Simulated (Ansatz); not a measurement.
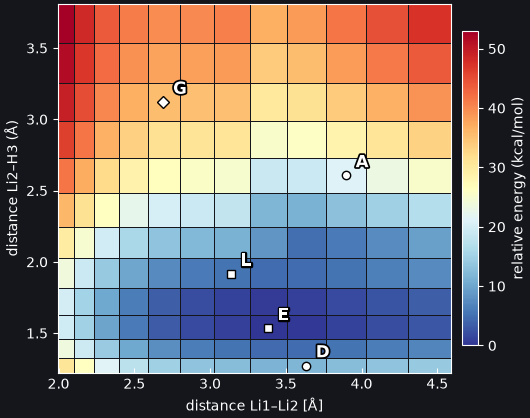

The system Li + LiH, spin multiplicity 2. The first coordinate is: distance Li1–Li2; the second: distance Li2–H3. Nothing is relaxed (the angle Li1–Li2–H3 is fixed at 180 degrees). Grid: 12 × 12 points. Points are written as (first, second). All energies are given in kcal/mol relative to the lowest grid point. Energies and slopes of some neighbouring points disagree (a jump in structure or state, or too coarse a mesh). In part of the range the unrestricted reference is strongly spin-contaminated. The D4 coefficients can switch as the alkali atoms part, which puts small steps into the map. Method: Ansatz, UKS BHLYP-D4/aug-cc-pVTZ.

In the figure: one coloured cell a grid point, lettered points.

Q: Is G the lowest point of the computed grid?

A: No. G lies 35.4 kcal/mol above the lowest grid point, which is at (3.382 Å, 1.534 Å).

Q: Rank the lettered points by energy, lowest first.

A: E (0.0 kcal/mol), L (5.3 kcal/mol), D (11.8 kcal/mol), A (21.1 kcal/mol), G (35.4 kcal/mol).
